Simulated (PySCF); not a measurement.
**[Bi(NH3)]3+: other functionals and bases at one geometry**

How far do other levels of theory move the description of [Bi(NH3)]3+, and what does each cost? The species was built from a template and needn't be a known compound.

The runs use PySCF 2.14.0; several levels, as the steps say, no spin–orbit coupling.

1 further run of the same task is left out (for a known fault of the program).

## 1. Starting geometry

5 atoms, charge 3, spin multiplicity 1.

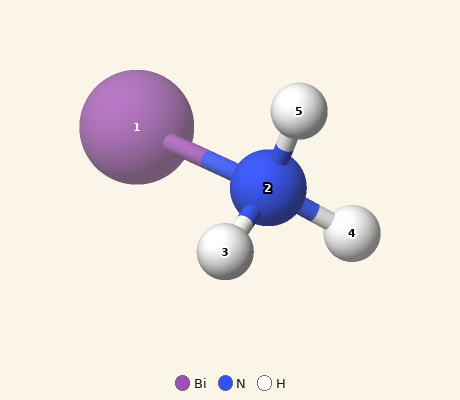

The structure; bismuth purple, nitrogen blue, hydrogen white; atoms are numbered from 1 in the order of the file.

Geometry (Å):

```xyz
5
BiH3N
Bi    0.0000    0.0000   -0.1626
N     0.0000    0.0000    2.1554
H     0.9661    0.0000    2.5752
H    -0.4831    0.8367    2.5752
H    -0.4830   -0.8367    2.5752
```

Formal oxidation states: Bi +3. An earlier session relaxed this geometry at PBE0, Bi def2-SVP with ECP60, N def2-SVP, H def2-SVP (singlet, point group C3v).

At PBE0 on the finer grid: E = -269.555684 Eh, HOMO -29.27 eV, LUMO -23.43 eV, Mulliken charge on Bi1 +2.35 e, largest force component 0.006 eV/Å. 

Levels to run: M06-L; B3LYP; PBE0, TZVP. Hardware: 2 threads of Arm Neoverse N1, shared host.

## 2. M06-L

run.py (the lines that set the calculation)

```python
mol = gto.M(atom='''
Bi     0.00000     0.00000    -0.16258
N      0.00000     0.00000     2.15538
H      0.96610     0.00004     2.57520
H     -0.48308     0.83665     2.57520
H     -0.48302    -0.83669     2.57520''',
    basis={'Bi': 'def2-SVP', 'N': 'def2-SVP', 'H': 'def2-SVP'},
    ecp={'Bi': 'def2-SVP'},
    charge=3, spin=0)
mf = dft.RKS(mol, xc='M06L')
mf.grids.atom_grid = (75, 302)
mf = mf.density_fit()  # fitting sets: Bi def2-universal-JKFIT, N def2-universal-JKFIT, H def2-universal-JKFIT
mf.conv_tol = 1e-08; mf.max_cycle = 55
mf.kernel(dm0)  # dm0: the density of the relaxed state
```

Launch:

```bash
$ OMP_NUM_THREADS=2 python run.py
```

## 3. B3LYP

Edit run.py (the lines that set the calculation) of step 2 so:

```diff
@@ -9,3 +9,3 @@
     charge=3, spin=0)
-mf = dft.RKS(mol, xc='M06L')
+mf = dft.RKS(mol, xc='B3LYP')
 mf.grids.atom_grid = (75, 302)
```

## 4. PBE0, TZVP

Basis: Bi def2-TZVP with ECP60, N def2-TZVP, H def2-TZVP. 

run.py (the lines that set the calculation)

```python
mol = gto.M(atom='''
Bi     0.00000     0.00000    -0.16258
N      0.00000     0.00000     2.15538
H      0.96610     0.00004     2.57520
H     -0.48308     0.83665     2.57520
H     -0.48302    -0.83669     2.57520''',
    basis={'Bi': 'def2-TZVP', 'N': 'def2-TZVP', 'H': 'def2-TZVP'},
    ecp={'Bi': 'def2-TZVP'},
    charge=3, spin=0)
mf = dft.RKS(mol, xc='PBE0')
mf.grids.atom_grid = (75, 302)
mf = mf.density_fit()  # fitting sets: Bi def2-universal-JKFIT, N def2-universal-JKFIT, H def2-universal-JKFIT
mf.conv_tol = 1e-08; mf.max_cycle = 55
mf.kernel(dm0)  # dm0: free metal ions and neutral atoms
```

What does the calculation give? Wanted: for each run, HOMO; gap; charge on Bi1; dipole; largest force.

The runs gave:

| level | state | HOMO (eV) | gap (eV) | charge on Bi1 (e) | dipole (D) | largest force (eV/Å) | basis functions | time |
| --- | --- | --- | --- | --- | --- | --- | --- | --- |
| PBE0 (relaxed here) | singlet | -29.27 | 5.84 | 2.35 | 7.31 | 0.01 | 55 | 3.7 s |
| M06-L | singlet | -28.11 | 4.25 | 2.39 | 7.07 | 0.25 | 55 | 2.8 s |
| B3LYP | singlet | -29.06 | 5.22 | 2.33 | 7.39 | 0.21 | 55 | 1.9 s |
| PBE0, TZVP | singlet | -29.17 | 5.78 | 2.30 | 7.43 | 0.50 | 99 | 6.2 s |

Times are on 2 threads of Arm Neoverse N1, shared host; the first row also made further properties. The dipole of a charged species depends on the origin, so these sizes hold for this origin alone.

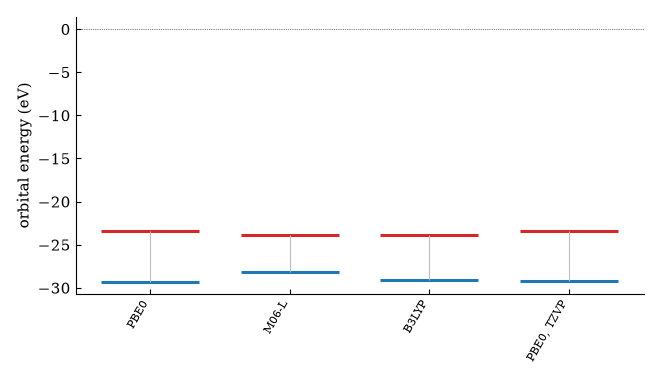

Highest filled and lowest empty level, method by method.

In one basis the HOMO–LUMO gap runs from 4.25 eV (M06-L) to 5.84 eV (PBE0). The largest leftover force, 0.50 eV/Å with PBE0, TZVP, stands at a geometry relaxed at another level. The Mulliken charge on Bi spans +2.30 to +2.39 e over the levels. Total energies of different levels can't be compared. Spin–orbit coupling is left out throughout.
